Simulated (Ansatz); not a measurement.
## Electronic structure of HCl···Br2 (SMILES Cl.BrBr) in real space

Input file:

```
crystal:
  periodic: [false, false, false]
  atoms:
    - {symbol: Cl, position_ang: [0.121832, 0.118731, -1.592663]}
    - {symbol: H, position_ang: [-0.092553, -0.331109, -2.770925]}
    - {symbol: Br, position_ang: [0.565257, 1.077680, 2.040093]}
    - {symbol: Br, position_ang: [-0.594536, -0.865303, 2.323494]}
basis:
  gaussian: {orbitals: "def2-TZVPPD.json"}
hamiltonian: {xc: pbe0, dispersion: d4}
output: {orbitals: {seedname: orbitals}}
```

Launched as:

```sh
ansatz run in.yaml --threads 4 --pin off --events-out ev --progress --plain --max-ram 9574MiB
```

Geometry: PBE0-D4/def2-TZVP.

All numbers below come from RKS PBE0-D4/def2-TZVPPD in Ansatz.

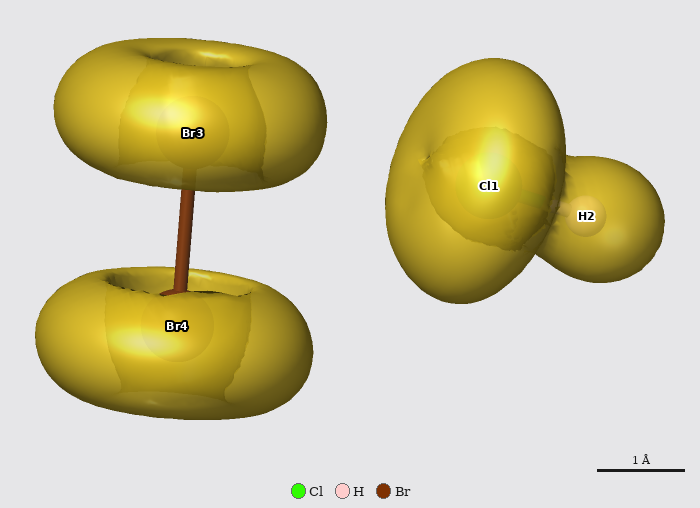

Figure 1. Isosurface of the ELF at 0.75 (yellow), seen at a tilt. Only the valence region is drawn (cores and ρ < 0.01 e/Å³ removed).

Question: Describe the localisation domains.

Answer: At this value the surface marks out two rings or bowls of non-bonding electrons around Br and one joined region spread over several atoms (Cl, H), in which their bonds and any lone pairs are merged. Profiles from the grid: Br3···Cl1 (3.78 Å): the ELF dips to about 0 between them (a non-bonded, intermolecular contact). Br–Br (2.28 Å): the ELF peaks at about 0.75 between the atoms.

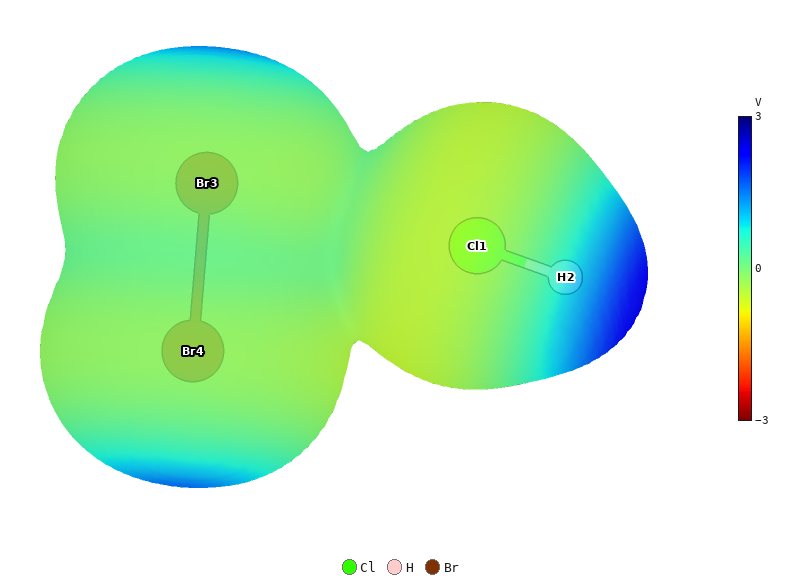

Figure 2. The molecular electrostatic potential painted on the density surface at 0.002 e/bohr³, seen at a tilt; red is negative and blue positive.

Question: Which sites attract a positive test charge, and which a negative one?

Answer: A positive charge is drawn to the negative regions and a negative charge to the positive ones. The most negative region (about −0.5 V, or −12 kcal/mol for a unit charge) lies over Cl1, the most positive (about +2.3 V, or +53 kcal/mol for a unit charge) over H2. Br3 shows a σ-hole: about +1.6 V, or +37 kcal/mol for a unit charge at the tip opposite its bond, against about −0.1 V on its flanks. Br4 shows a σ-hole: about +1.6 V, or +37 kcal/mol for a unit charge at the tip opposite its bond, against about −0.2 V on its flanks.

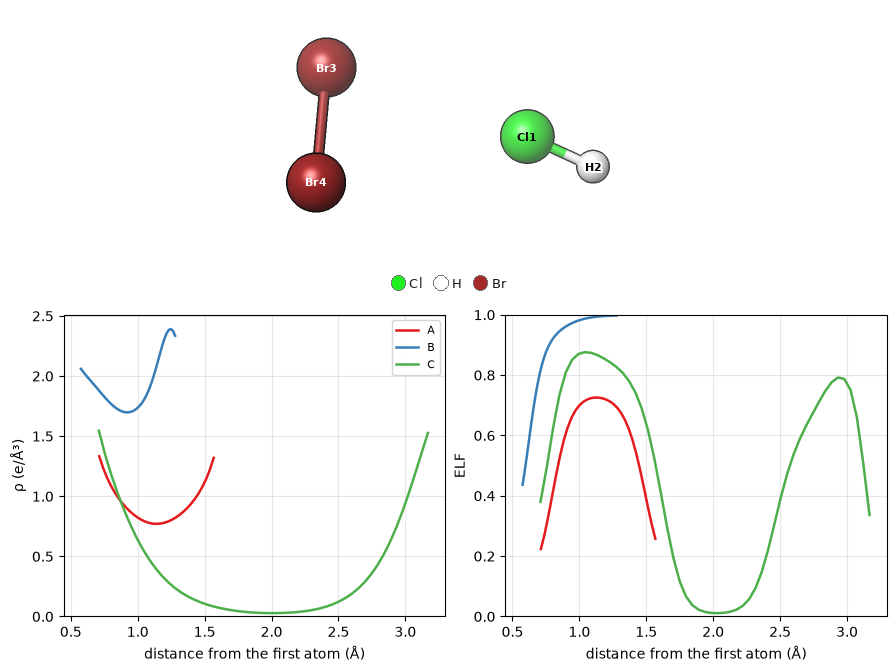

Figure 3. Total electron density and electron localisation function along straight lines between neighbouring atoms. The curves leave out the atomic cores. The structure is drawn too.

Question: Which curve belongs to which contact (Br–Br, Br–Cl and Cl–H)? The first atom named is at distance zero.

Answer: Curve A: Br–Br (2.28 Å): the density is about 0.77 e/Å³ at the midpoint; the ELF peaks at about 0.75 between the atoms. Curve B: Cl–H (1.28 Å): ρ is about 2 e/Å³ halfway; the ELF climbs to about 1 towards the hydrogen, as it does in any bond to H. Curve C: Br3···Cl1 (3.78 Å): the density falls to about 0.03 e/Å³ on the way; the ELF dips to about 0 between them; a non-bonded, intermolecular contact.
